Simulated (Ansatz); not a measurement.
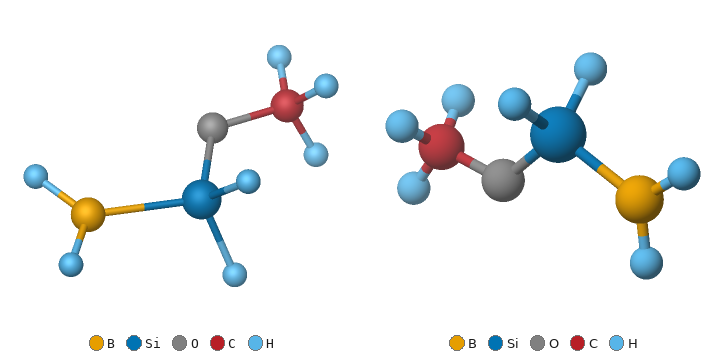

Both panels show the same species.

Question: Give the formula.

Answer: CH₇BOSi, 11 atoms: 1 carbon, 7 hydrogen, 1 boron, 1 oxygen and 1 silicon.

Question: How many bonds of each kind are drawn?

Answer: 3 C–H, 2 B–H, 2 Si–H, 1 B–Si, 1 O–Si, 1 C–O.

The parts below concern this one geometry. Atoms keep their numbers from picture to picture. The computed structure is the end point of a PBE0-D4/def2-TZVP optimisation.

Geometry

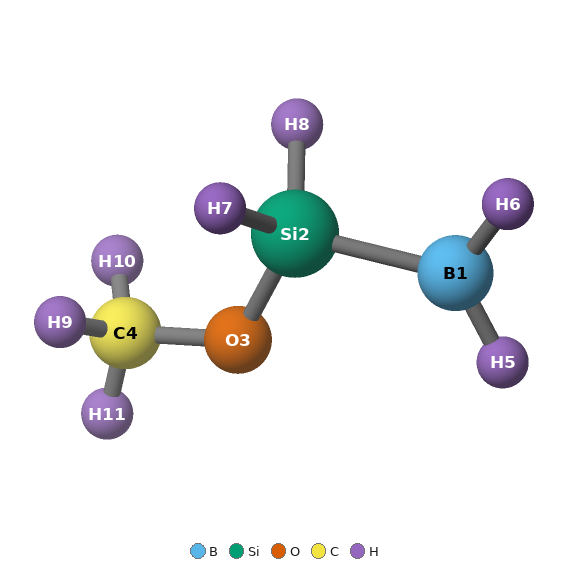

Numbered structure.

Question: What is the geometry at O3?

Answer: O3 has 2 neighbours (Si2 at 1.65, C4 at 1.41 Å); the arrangement is bent.

Question: How are the neighbours of atom 2 arranged?

Answer: Si2 has 4 neighbours (B1 at 2.00, O3 at 1.65, H7 at 1.50, H8 at 1.50 Å); the arrangement is tetrahedral.

Question: Describe the coordination of atom 1.

Answer: B1 has 3 neighbours (Si2 at 2.00, H5 at 1.19, H6 at 1.20 Å); the arrangement is trigonal planar.

Question: Describe the coordination of atom 4.

Answer: C4 has 4 neighbours (O3 at 1.41, H9 at 1.10, H10 at 1.10, H11 at 1.09 Å); the arrangement is tetrahedral.

Question: What is the dihedral angle B1–Si2–O3–C4?

Answer: 180° in size, that is anti.

Thermal motion

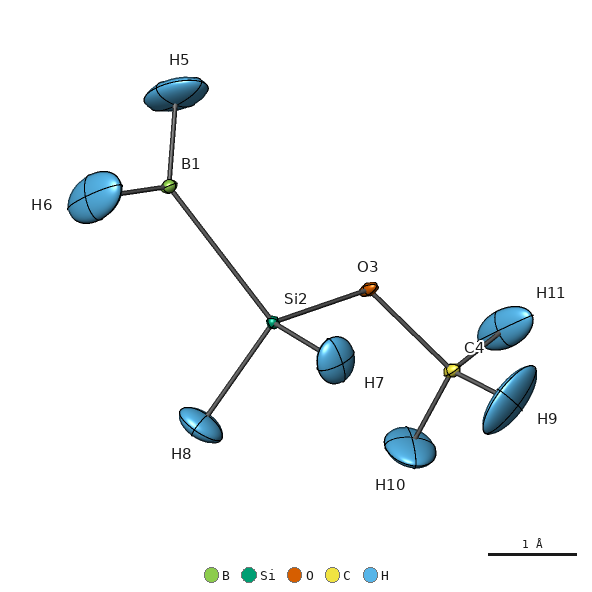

Displacement ellipsoids at the 50 % level, from the internal vibrations of the free molecule (harmonic, no overall translation or rotation; no half-axis is drawn under 0.075 Å). Vibrations computed with RKS PBE0-D4/def2-TZVP (Ansatz 0.2.0). Temperature: 100 K.

Give the displacement parameters, one line for each set of equivalent atoms.

```tsv
atom	U_eq (Å²)	rms amplitudes (Å)
B1	0.0035	0.042, 0.062, 0.071
Si2	0.0011	0.024, 0.036, 0.038
O3	0.0040	0.035, 0.046, 0.093
C4	0.0036	0.040, 0.053, 0.080
H5	0.0425	0.089, 0.190, 0.289
H6	0.0420	0.095, 0.176, 0.293
H7, H8	0.0227	0.093, 0.158, 0.186
H9, H10	0.0451	0.084, 0.188, 0.305
H11	0.0402	0.084, 0.140, 0.306
```

Dipole moment

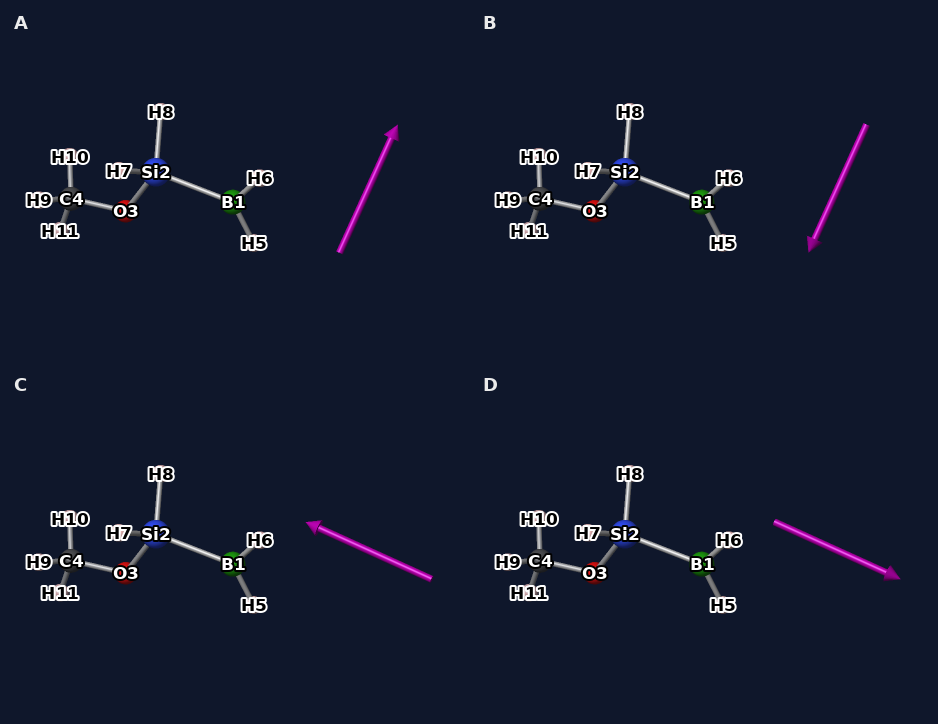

The same molecule four times, each with an arrow. Properties computed with RKS ωB97M-V/def2-TZVPP (Ansatz 0.2.0).

Question: Which arrow points along the dipole moment, from the negative to the positive end?

Answer: C. The dipole moment is 0.68 D; it points from the side of H5 to the side of H9, H10 (the outermost atoms at the two ends).

Electronic properties

Properties computed with RKS BLYP-D4/def2-TZVPP (Ansatz 0.2.0).

Computed properties:

- HOMO energy (Kohn–Sham orbital): −6.49 eV
- LUMO energy (Kohn–Sham orbital): −3.25 eV
- HOMO–LUMO gap: 3.24 eV
- dispersion correction: −38.9 kJ/mol
